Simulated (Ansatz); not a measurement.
Results of PBEsol (plane waves, PAW; Ansatz, a quantum-chemistry and plane-wave program) for CsCl-type CoAl.

Run with plane-wave cutoff 520 eV, 20×20×20 k mesh, Fermi–Dirac smearing 0.05 eV, no spin polarisation, scalar-relativistic PAW data made under PBE.

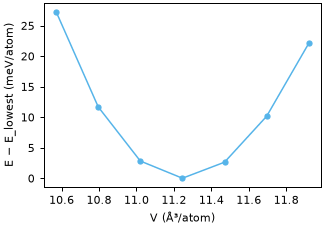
Figure. Total energy against volume

Question: From the curve, estimate the equilibrium volume and the bulk modulus.

Answer: V0 ≈ 11.2 Å³/atom and B0 ≈ 190 GPa; the fit gives V0 = 11.245 Å³/atom, B0 = 194 GPa, B′ = 4.3.

Measured, for comparison: bulk modulus 162 GPa, equilibrium volume per atom 11.71 Å³/atom (room temperature, not corrected to a static lattice; as tabulated in Yamada et al. (2019), arXiv:1910.09660). Computed (rounded) less measured: bulk modulus +20 %, equilibrium volume per atom -3.9 %.

Static lattice: no zero-point or thermal effects.
